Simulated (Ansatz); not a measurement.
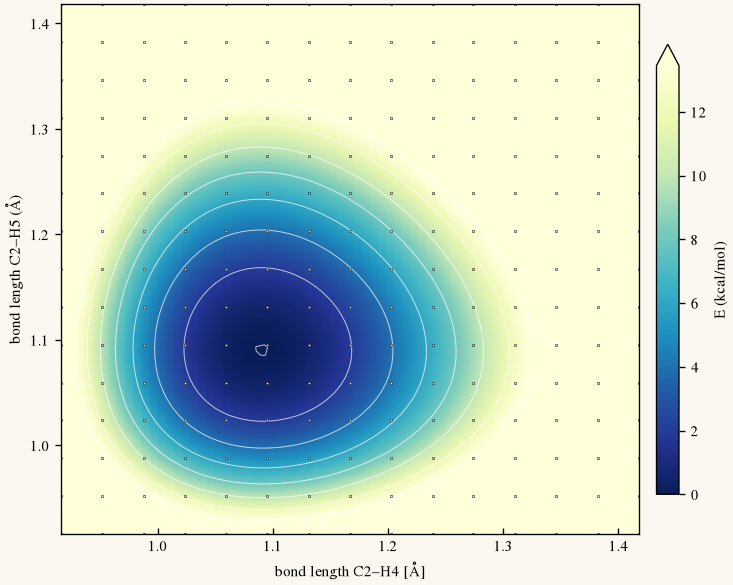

CH₂F₂, SMILES FCF. The first coordinate is: bond length C2–H4; the second: bond length C2–H5. Nothing is relaxed (all other coordinates rigid). Grid: 15 × 15 points; 120 points were computed and 105 follow by symmetry. Points are written as (first, second). Energies are in kcal/mol, from the lowest grid point. These are results of RKS CAM-B3LYP-D4/def2-TZVP (Ansatz), not measurements.

The picture shows a smooth colour map with a few white contour lines, dots at the grid points, one colour for all values above the top of the scale. Between grid points the surface is interpolated.

Q: Where is the minimum, and how stiff is the well along each coordinate?

A: The interpolated minimum is at bond length C2–H4 ≈ 1.091 Å, bond length C2–H5 ≈ 1.091 Å. The curvatures there are about 33 eV/Å² and 33 eV/Å², with a cross term of about 0 eV/Å². Round the minimum the contours are nearly round: the two directions are equally stiff and uncoupled. (1 eV is 23.1 kcal/mol.)
